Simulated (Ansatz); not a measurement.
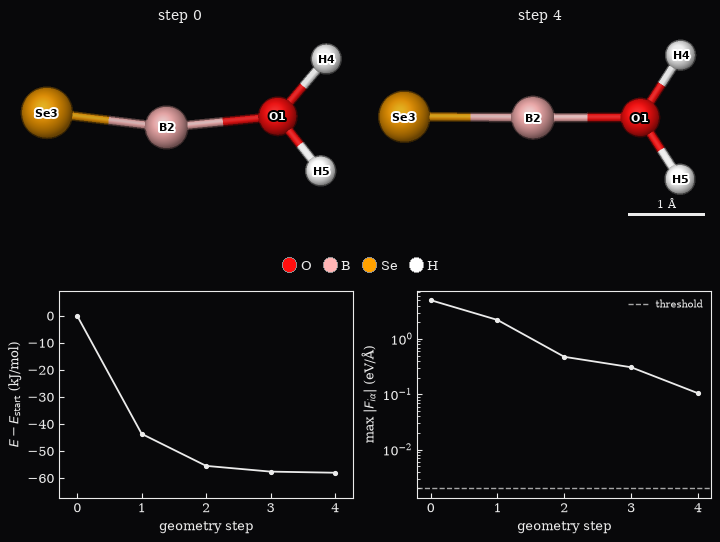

First and last geometry of a relaxation of BH$_{2}$SeO (charge +1), with the history of the run. Style: ball-and-stick. Shown face on.

All numbers below come from Ansatz 0.2.0, RKS BLYP-D4/def2-SVPD.

The input:
```yaml
crystal:
  periodic: [false, false, false]
  atoms:
    - {symbol: O, position_ang: [-0.381786, 0.554232, -0.261105]}
    - {symbol: B, position_ang: [0.349650, -0.550678, 0.433212]}
    - {symbol: Se, position_ang: [1.328328, -1.474697, 1.315999]}
    - {symbol: H, position_ang: [-0.329349, 1.555417, -0.275429]}
    - {symbol: H, position_ang: [-0.965786, 0.400766, -0.995489]}
basis:
  gaussian: {orbitals: def2-SVPD}
total_charge: 1
hamiltonian: {xc: {name: BLYP}, dispersion: d4}
relax: {f_tol: 0.002, max_steps: 5, max_displacement: 0.05}
```

Run as
```bash
ansatz run in.yaml --threads 2 --pin off --events-out ev --progress --plain --max-ram 3481MiB
```

**What do the curves and the structures tell?**

The relaxation stopped without meeting its thresholds, so the last structure isn't shown to be converged. It used up its limit of 5 steps. The largest move after the best rigid fit is that of B2, 0.16 Å. Largest moves by element: B 0.16 Å, H 0.11 Å, O 0.07 Å, Se 0.07 Å. Some distances before and after: B2–Se3 1.610 → 1.723 Å, O1–B2 1.496 → 1.439 Å, O1–H5 0.951 → 0.988 Å, O1–H4 1.003 → 0.989 Å. Among the angles between lasting bonds that change: H4–O1–H5 100.5° → 114.6°, B2–O1–H4 135.9° → 122.3°, O1–B2–Se3 167.4° → 179.5°. After 4 geometry steps the energy has fallen by 58.0 kJ/mol. Largest force component: 5 eV/Å at the start, 0.1 eV/Å at the end.
